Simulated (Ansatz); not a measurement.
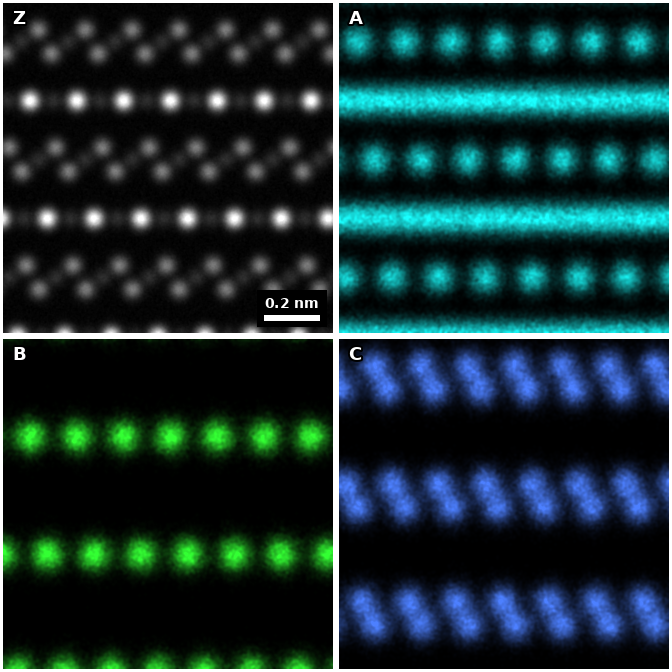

Ga2SbP3 (R-3m, No. 166) along [101]. Panel Z: Simulated incoherent Z contrast: every atom adds Z^1.8 spread by a probe of 0.50 Å full width; channelling and multiple scattering are left out. The display is stretched by a gamma of 0.8; percentages refer to the linear signal. Shot noise was added. The other panels are simulated element maps (the number of atoms of one element along the beam, blurred by 0.9 Å, with counting noise; each on its own scale, no channelling). Model: coordinates from a relaxation with DFT, PBEsol, plane waves, PAW in Ansatz 0.2.0.

```cif
data_structure
_symmetry_space_group_name_H-M 'P 1'
_symmetry_Int_Tables_number 1
_cell_length_a 5.1811
_cell_length_b 5.1811
_cell_length_c 14.4430
_cell_angle_alpha 90.000
_cell_angle_beta 90.000
_cell_angle_gamma 120.000
_cell_volume 335.76
loop_
_atom_site_label
_atom_site_type_symbol
_atom_site_fract_x
_atom_site_fract_y
_atom_site_fract_z
_atom_site_occupancy
Ga1 Ga 0.66667 0.33333 0.93451 1
Ga2 Ga 0.66667 0.33333 0.73216 1
Sb1 Sb 0.00000 0.00000 0.00000 1
P1 P 0.16667 0.83333 0.83333 1
P2 P 0.66667 0.83333 0.83333 1
P3 P 0.16667 0.33333 0.83333 1
Ga3 Ga 0.33333 0.66667 0.26784 1
Ga4 Ga 0.33333 0.66667 0.06549 1
Sb2 Sb 0.66667 0.33333 0.33333 1
P4 P 0.83333 0.16667 0.16667 1
P5 P 0.33333 0.16667 0.16667 1
P6 P 0.83333 0.66667 0.16667 1
Ga5 Ga 0.00000 0.00000 0.60117 1
Ga6 Ga 0.00000 0.00000 0.39883 1
Sb3 Sb 0.33333 0.66667 0.66667 1
P7 P 0.50000 0.50000 0.50000 1
P8 P 0.00000 0.50000 0.50000 1
P9 P 0.50000 0.00000 0.50000 1
```

### Which element does each lettered map show?

A: P, B: Sb, C: Ga. The projected cell (1.70 × 4.33 Å, 98°) holds 5 columns: 2 of Ga, 2 of P and 1 of Sb + P. Columns shared by several elements: Sb + P.
